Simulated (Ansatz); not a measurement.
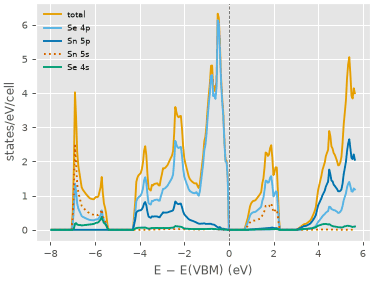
Fig. 1. Total and projected density of states of SnSe₂ (CdI2 type, P-3m1), DFT-PBE in the program Ansatz with PAW potentials

**Question.** Which orbitals carry the states next to the gap?

**Answer.** Top 1 eV of the valence band: Se 4p 96 %. Bottom 1 eV of the conduction band: Se 4p 62 %, Sn 5s 31 %. Projections are on Löwdin-orthogonalised atomic valence shells; empty p or d shells of many metals are not among them.

**Question.** Where is the tallest occupied peak in this window, and what makes it?

**Answer.** Near -0.5 eV, about 6.3 states/eV per cell; the largest projected share is Se 4p.

Symmetry was held in the PBE relaxation. The volume lies over 15 % above that of the usual cell of this phase: another minimum, or an error of the functional. A crystal of weakly bound layers computed without a dispersion correction: the cell and the soft elastic constants depend strongly on that. Spin–orbit coupling is left out wherever it is not named.

Potentials: the later of the program's two PAW sets.
